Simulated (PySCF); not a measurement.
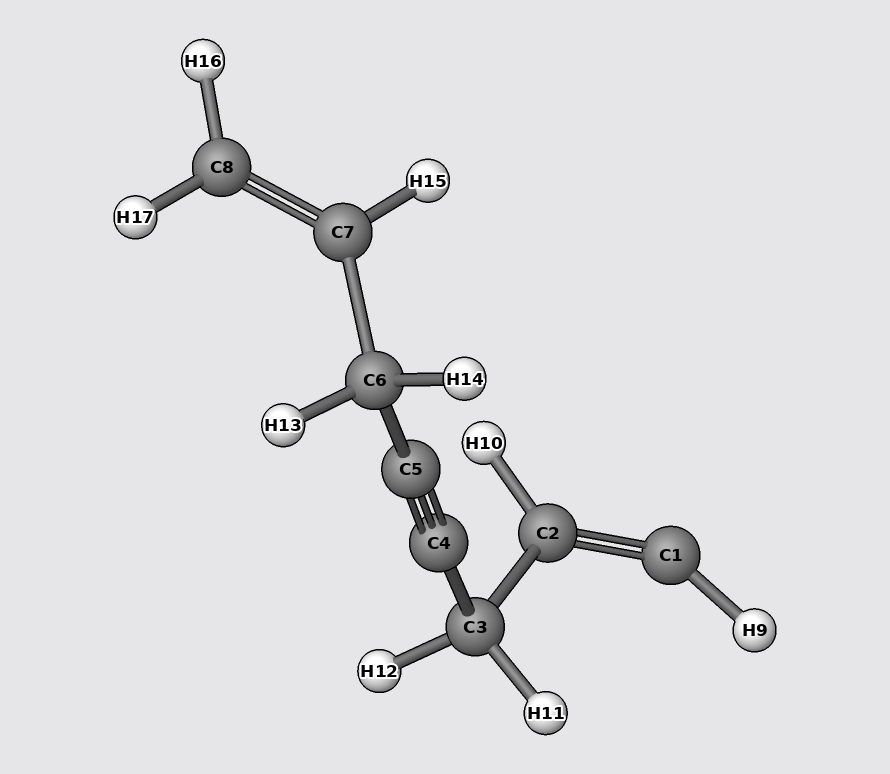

The questions are on Mulliken spin populations. Charge 0, doublet. The geometry was computed by an optimisation with GFN2-xTB. No frequency run is at hand to confirm it as a minimum. Level of theory: UKS B3LYP, pcH-1 on C H, non-relativistic (PySCF 2.14.0).

Question: Which atom carries the largest spin population?

Answer: C1 (1.03 e).

Question: Which atom has the lowest spin population?

Answer: C2 (−0.17 e); a negative value comes from spin polarisation.

List the Mulliken spin populations.

```
atom  value (e)
  C1       1.03
  C2      −0.17
  C3       0.08
  C4      −0.01
  C5       0.02
  C6       0.00
  C7       0.00
  C8       0.00
  H9       0.00
 H10       0.05
 H11       0.00
 H12       0.00
 H13       0.00
 H14       0.00
 H15       0.00
 H16       0.00
 H17       0.00
```

Mulliken values depend strongly on the basis set.
